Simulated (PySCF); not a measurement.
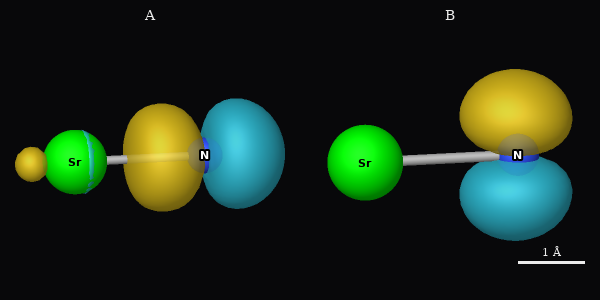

Figure. SrN (quartet). Two frontier α-spin orbitals, each drawn at the value that holds 80 % of its norm (yellow and cyan are the two phases), in no order; of a degenerate pair one member is drawn.

Core potentials replace the inner electrons of Sr.

Computed with PBE0/def2-SVP, non-relativistic Hamiltonian with scalar-relativistic core potentials where named, at a bond length of 2.413 Å in PySCF.

Label each orbital by symmetry, say whether it is occupied, and order them by energy.

Answer. Orbital B: π, occupied in this spin, −7.43 eV; mainly on N (90 %).
Orbital A: σ, occupied in this spin, −6.30 eV; mainly on N (85 %).
